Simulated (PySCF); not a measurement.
B(Cl)(Br)2, SMILES BrB(Cl)Br (BBr2Cl), PBE0/def2-SVP optimised geometry. Atoms within 1.6 Å of the plane z = 0.0 Å (x, y, z in Å): B1 (-0.48, -0.07, 0.00), Cl2 (-1.35, -1.58, 0.00), Br3 (1.43, -0.07, 0.00), Br4 (-1.43, 1.58, 0.00).

Method: PBE0/def2-TZVP (PySCF). Cells within 0.4 Å of a nucleus heavier than hydrogen are left out (blank, or x).

Map of the Laplacian of the electron density (e/bohr⁵), clipped to [-1.50, 1.50] on the plane z = 0.0 Å:

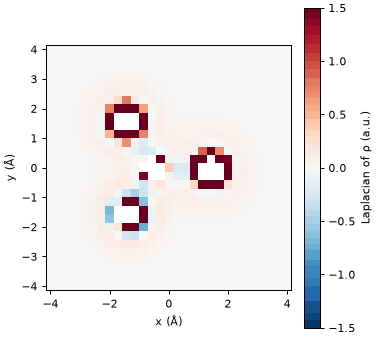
Fig. 1. Laplacian of the electron density (e/bohr⁵), clipped to [-1.50, 1.50] on the plane z = 0.0 Å.
